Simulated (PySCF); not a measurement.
# C3BF2N: the cost of one run

Computed with PySCF 2.14.0, with density-fitted response routines of our own, on a single molecule in the gas phase. Atoms are numbered from 0 throughout.

### 1 The starting structure

7 atoms, charge 0, multiplicity 1; geometry from: GFN2-xTB. The atoms were then displaced at random by about 0.01 Å, so the start is not that level's minimum.

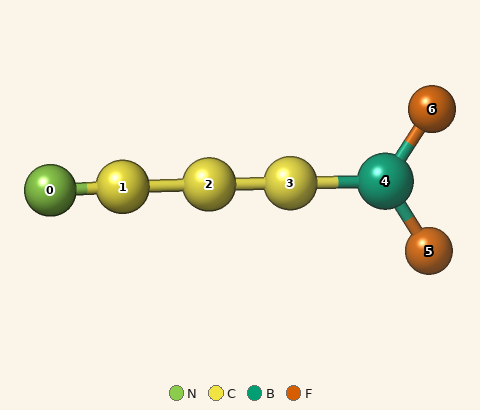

As it starts; nitrogen green, carbon yellow, boron teal, fluorine orange, atoms numbered; sticks join atoms by distance.

### 2 Relaxing the molecule at PBE0-D3(BJ)/def2-SVP

The job: settings as JSON, then the geometry in Å.

```
{"job": {"xc": "PBE0", "basis": "def2-SVP", "d3": "d3bj", "grid": 1, "shake": 0.01, "kind": "geom"}, "charge": 0, "multiplicity": 1}
N     -3.407370    -0.645300     0.356690
C     -2.310020    -0.418380     0.234360
C     -0.988710    -0.173440     0.089100
C      0.252370     0.044300    -0.029330
B      1.703990     0.301310    -0.192140
F      2.585360    -0.657820    -0.206460
F      2.198330     1.520240    -0.302160
```

The run is started by

```
$ OMP_NUM_THREADS=1 python probes_run.py task.json out
```

One launch serves the whole session: the jobs run in the order shown.

**Question.** How long does this first job take on 1 thread of Arm Neoverse V2, shared host, and how much memory does it need?

About 26 s, with a peak of 0.44 GiB.
